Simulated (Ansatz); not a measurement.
Dissociation curve of Na2, singlet.

Computed with: RCCSD(T) = CCSD(T) on RHF/aug-cc-pVQZ, frozen core (Ansatz, an electronic-structure program); RKS-PBE = restricted PBE/aug-cc-pVQZ in Ansatz; RKS-BLYP = Ansatz with restricted BLYP/aug-cc-pVQZ; UKS-PBE = unrestricted PBE/aug-cc-pVQZ (Ansatz); UKS-BLYP = unrestricted BLYP/aug-cc-pVQZ in Ansatz; UCCSD(T) = Ansatz with CCSD(T) on UHF/aug-cc-pVQZ, frozen core; FCI = full CI/aug-cc-pVQZ, frozen core (Ansatz).

Cost and accuracy over the 20 points of the scan, with FCI as yardstick. Costs are rough ratios of core time within Ansatz on shared cores, each with its mean field (Kohn-Sham runs search longer for lower solutions than correlated ones do); the miss is the largest error against full CI of the curve after the mean shift, in kJ/mol.

Task: Which is the cheapest of these levels that stays within 13 kJ/mol of FCI?

Result: RCCSD(T).

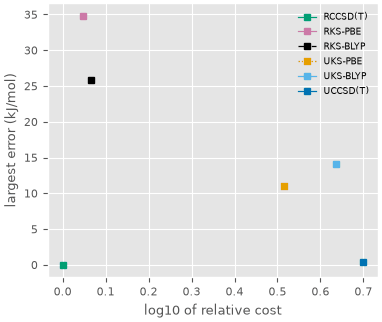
Fig. 1. Miss against cost, one point a level.

| level | relative cost | largest error |
|---|---|---|
| RCCSD(T) | 1 | 0.0 |
| RKS-PBE | 1 | 34.8 |
| RKS-BLYP | 1 | 25.8 |
| UKS-PBE | 3 | 11.1 |
| UKS-BLYP | 4 | 14.1 |
| UCCSD(T) | 5 | 0.4 |

Costs within a factor of two of each other count as equal.

With two correlated electrons CCSD is exact in the basis where it finds the lowest root (RCCSD(T), UCCSD(T)). The restricted form behind RKS-PBE, RKS-BLYP keeps the bonding electrons paired and can't separate into open-shell fragments. The unrestricted determinant behind UKS-PBE is spin-contaminated at 4.16 to 9.44 Å (<S²> up to 1.0, against 0.00 for a pure singlet). The unrestricted determinant behind UKS-BLYP is spin-contaminated at 5.10 to 9.44 Å (<S²> up to 1.0, against 0.00 for a pure singlet). The unrestricted determinant behind UCCSD(T) is spin-contaminated at 2.52 to 9.44 Å (<S²> up to 1.0, against 0.00 for a pure singlet).
